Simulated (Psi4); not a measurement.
**FNO-MP3/def2-SVPD (core potential) run of InF (SMILES [F][In])**

What is the energy change on altering one bond length of InF at FNO-MP3/def2-SVPD (core potential)? 

Program for the calculation: Psi4 1.11.

5 further runs of the same task are left out: 3 that didn't finish, 2 set aside as unsound or not needed.

### 1 The system as given

InF has 2 atoms, charge 0, and is taken as a singlet. As SMILES, `[F][In]`. Geometry: a GFN2-xTB relaxation, a rough one for these elements and not checked as a minimum.

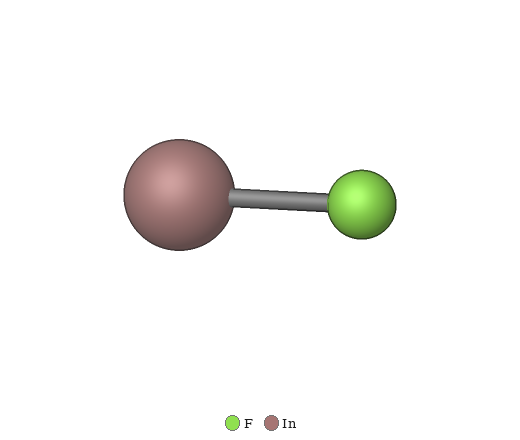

The structure, seen from a chosen angle (fluorine green, indium brown).

### 2 Energy and gradient at FNO-MP3/def2-SVPD (core potential)

The input, job.dat:

```
memory 1.6 GB

molecule {
  F      0.000000     0.000000     0.000000
  In     0.000000     0.000000     2.025490
  no_reorient
  no_com
}

set scf_type pk
set num_frozen_docc 5
set mp_type conv

gradient('fno-mp3/def2-SVPD')
print_variables()
```

Started as:

```console
psi4 -n 1 job.dat job.out
```

job.out:

```text
[...]
    !!!  WARNING: ECP capability is in beta. Please check occupations closely.  !!!
[...]
  Running in c2v symmetry.
[...]
  Nuclear repulsion =   49.377924757283424
[...]
  Multiplicity = 1
[...]
  Nalpha       = 15
  Nbeta        = 15
[...]
    Number of basis functions: 55
[...]
   @RHF iter   1:  -288.53049546616427   -1.31562e+00   1.59045e-02 DIIS/ADIIS
[...]
      * MP2 total energy:                   -288.908713387191
[...]
      * MP2 total energy:                   -288.908713387191
[...]
      * MP3 total energy:                   -288.908601436682
[...]
   @RHF iter  13:  -288.63409480157657    1.13687e-13   3.81133e-11 DIIS
[...]
    Orbital Energies [Eh]
    ---------------------
    Doubly Occupied:
       1A1   -26.182490     2A1    -5.391238     1B2    -3.647306
       1B1    -3.647306     3A1    -3.639911     4A1    -1.421722
       5A1    -1.034316     1A2    -1.034316     2B2    -1.027242
       2B1    -1.027242     6A1    -1.024660     7A1    -0.576593
       3B2    -0.537403     3B1    -0.537403     8A1    -0.355444
[...]
  @RHF Final Energy:  -288.63409480157657
   => Energetics <=
    Nuclear Repulsion Energy =             49.3939049675806032
    One-Electron Energy =                -573.8868147385970815
    Two-Electron Energy =                 235.8588149694398624
    Total Energy =                       -288.6340948015765662
[...]
 Multipole Moments:
 ------------------------------------------------------------------------------------
     Multipole            Electronic (a.u.)      Nuclear  (a.u.)        Total (a.u.)
 ------------------------------------------------------------------------------------
 L = 1.  Multiply by 2.5417464519 to convert [e a0] to [Debye]
 Dipole X            :          0.0000000            0.0000000            0.0000000
 Dipole Y            :          0.0000000            0.0000000            0.0000000
 Dipole Z            :        -78.9784047           80.3859228            1.4075181
 Magnitude           :                                                    1.4075181
[...]
      * MP2 total energy:                   -288.908711538198
[...]
      * MP2 total energy:                   -288.908711538198
[...]
      * MP3 total energy:                   -288.908606797697
[...]
```

Wall time 6 s (1 thread of Intel Xeon Platinum 8488C (Sapphire Rapids), shared host); peak memory 0.24 GiB.

### 3 The distorted shape, same level

The input, fin.json:

```json
{
  "schema_name": "qcschema_input",
  "schema_version": 1,
  "molecule": {
    "schema_name": "qcschema_molecule",
    "schema_version": 2,
    "symbols": ["F", "In"],
    "geometry": [0.0, 0.0, -0.38268844, 0.0, 0.0, 3.82762137],
    "molecular_charge": 0,
    "molecular_multiplicity": 1,
    "fix_com": true,
    "fix_orientation": true
  },
  "driver": "gradient",
  "model": {
    "method": "fno-mp3",
    "basis": "def2-SVPD"
  },
  "keywords": {
    "scf_type": "pk",
    "num_frozen_docc": 5,
    "mp_type": "conv"
  }
}
```

Started as:

```console
psi4 --qcschema fin.json -n 1 --memory 1600MB
```

stdout:

```text
[...]
    !!!  WARNING: ECP capability is in beta. Please check occupations closely.  !!!
[...]
  Running in c2v symmetry.
[...]
  Nuclear repulsion =   44.889808239550902
[...]
  Multiplicity = 1
[...]
  Nalpha       = 15
  Nbeta        = 15
[...]
    Number of basis functions: 55
[...]
   @RHF iter   1:  -288.50799075145056   -1.39757e+00   1.66103e-02 ADIIS/DIIS
[...]
      * MP2 total energy:                   -288.900270263955
[...]
      * MP2 total energy:                   -288.900270263955
[...]
      * MP3 total energy:                   -288.898874680494
[...]
   @RHF iter  14:  -288.62343068255797   -2.84217e-13   2.97637e-11 DIIS
[...]
    Orbital Energies [Eh]
    ---------------------
    Doubly Occupied:
       1A1   -26.151526     2A1    -5.406868     1B2    -3.662319
       1B1    -3.662319     3A1    -3.655397     4A1    -1.375005
       5A1    -1.048632     1A2    -1.048632     2B2    -1.041505
       2B1    -1.041505     6A1    -1.039149     7A1    -0.535475
       3B2    -0.500117     3B1    -0.500117     8A1    -0.372379
[...]
  @RHF Final Energy:  -288.62343068255797
   => Energetics <=
    Nuclear Repulsion Energy =             44.9030150987744179
    One-Electron Energy =                -564.9710016564978332
    Two-Electron Energy =                 231.4445558751654914
    Total Energy =                       -288.6234306825579097
[...]
 Multipole Moments:
 ------------------------------------------------------------------------------------
     Multipole            Electronic (a.u.)      Nuclear  (a.u.)        Total (a.u.)
 ------------------------------------------------------------------------------------
 L = 1.  Multiply by 2.5417464519 to convert [e a0] to [Debye]
 Dipole X            :          0.0000000            0.0000000            0.0000000
 Dipole Y            :          0.0000000            0.0000000            0.0000000
 Dipole Z            :        -74.9207145           76.9417269            2.0210124
 Magnitude           :                                                    2.0210124
[...]
      * MP2 total energy:                   -288.900317977102
[...]
      * MP2 total energy:                   -288.900317977102
[...]
      * MP3 total energy:                   -288.898977286787
[...]
```

The result, in JSON:

```text
{
 "driver": "gradient",
 "model": {
  "method": "fno-mp3",
  "basis": "def2-SVPD"
 },
 "success": true,
 "return_result": [0.0, 0.0, -0.04142913858803359, 0.0, 0.0, 0.0414291385880336],
 "properties": {
  "calcinfo_nbasis": 55,
  "calcinfo_nmo": 55,
  "calcinfo_nalpha": 15,
  "calcinfo_nbeta": 15,
  "calcinfo_natom": 2,
  "nuclear_repulsion_energy": 104.74288589228544,
  "return_energy": -288.89892602598565,
  "return_gradient": [0.0, 0.0, -0.04142913858803359, 0.0, 0.0, 0.0414291385880336],
  "mp2_same_spin_correlation_energy": -0.07436388289341561,
  "mp2_opposite_spin_correlation_energy": -0.20252899681903275,
  "mp2_singles_energy": 0.0,
  "mp2_doubles_energy": -0.27689287971244836,
  "mp2_correlation_energy": -0.27689287971244836,
  "mp2_total_energy": -288.90027026395506
 }
}
```

Run time: 5.7 s. Hardware: 1 thread of Intel Xeon Platinum 8488C (Sapphire Rapids), shared host; peak memory 0.23 GiB.

### 4 Outcome

Level: FNO-MP3/def2-SVPD (core potential), 5 core orbitals frozen.

| quantity | value |
| --- | --- |
| first shape: total energy | -288.90860 Eh |
| first shape: correlation energy (5 core orbitals frozen) | -274.5 mEh |
| first shape: largest force on an atom | 0.111 eV/Å |
| distorted shape: total energy | -288.89893 Eh |
| distorted shape: correlation energy (5 core orbitals frozen) | -275.5 mEh |
| distorted shape: largest force on an atom | 2.130 eV/Å |
| energy change with the F1–In2 bond stretched from 2.025 to 2.228 Å | 0.263 eV |

With the F1–In2 bond stretched from 2.025 to 2.228 Å the energy rises by 0.26 eV (25.4 kJ/mol). The first shape isn't relaxed at this level, so the change isn't measured from a minimum.
